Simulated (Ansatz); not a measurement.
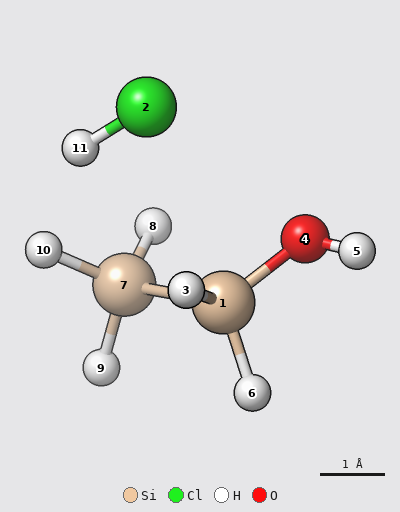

This is the input geometry for a relaxation of Si$_{2}$H$_{7}$OCl. A ball-and-stick model, seen at a tilt.

The run prepares an end point of a later path (reaction) calculation, from a guessed geometry.

All numbers below come from RKS B3LYP-D4/def2-SVP (Ansatz).

The input:
```yaml
crystal:
  periodic: [false, false, false]
  atoms:
    - { symbol: Si, position_ang: [0.316622, -0.244052, -0.430388] }
    - { symbol: Cl, position_ang: [0.189479, 0.400556, 2.842578] }
    - { symbol: H, position_ang: [1.170309, 0.935921, -0.098418] }
    - { symbol: O, position_ang: [-1.309108, -0.020626, -0.097962] }
    - { symbol: H, position_ang: [-1.782019, 0.587514, -0.678795] }
    - { symbol: H, position_ang: [0.490792, -0.483231, -1.903052] }
    - { symbol: Si, position_ang: [1.028938, -2.092402, 0.660679] }
    - { symbol: H, position_ang: [-0.083845, -2.79559, 1.360936] }
    - { symbol: H, position_ang: [1.675739, -3.051313, -0.2869] }
    - { symbol: H, position_ang: [2.074505, -1.754746, 1.684923] }
    - { symbol: H, position_ang: [1.179689, -0.491831, 2.785798] }
basis:
  gaussian: { orbitals: def2-SVP }
hamiltonian:
  xc: b3lyp
  dispersion: d4
relax:
  f_tol: 0.03
  max_steps: 50
```

Command:
```bash
ansatz run input.yaml --threads 2 --pin off --max-ram 3072MiB --backend cpu --events-out ev --progress --plain --runs-dir out
```

What does the optimiser find from here?

Answer. H11 moves most after the best rigid fit: 1.72 Å. Largest moves by element: H 1.72 Å, O 0.82 Å, Cl 0.67 Å, Si 0.39 Å. Among the contacts that change: Si1–Si7 2.261 → 2.348 Å, Cl2–H11 1.334 → 1.292 Å, Si7–H10 1.502 → 1.490 Å, Si1–H3 1.494 → 1.500 Å. Bond angles that change, for instance: Si1–Si7–H9 110.8° → 106.2°, H3–Si1–O4 113.9° → 111.2°, H8–Si7–H10 107.8° → 110.0°. Groups turn about Si1–Si7 by about 45°. After 38 accepted moves (44 points after the start) the energy has fallen by 17.2 kJ/mol. The largest force component goes from 1.1 to 0.022 eV/Å. The line search rejected the trial steps at points 5, 12, 17, 39, 41, 43 of the run. The forces were under the threshold at step 6, but the run went on from there.

The structure at the end:

```xyz
11

Si    0.2693   -0.3881   -0.7894
Cl   -0.2772   -0.0319    3.0500
H     1.3178    0.4688   -1.4338
O    -0.7616    0.5305    0.1639
H    -1.2262    1.2544   -0.2731
H    -0.4814   -1.0558   -1.9024
Si    1.3043   -2.0329    0.5287
H     0.3085   -2.8783    1.2467
H     2.0641   -2.9097   -0.4179
H     2.2751   -1.4532    1.4994
H     0.1586   -0.5138    4.1672
```

The end point in the same view:

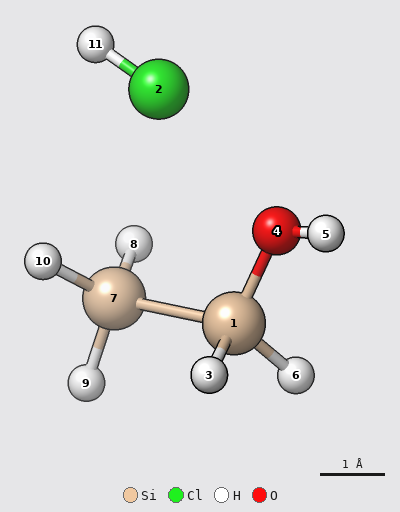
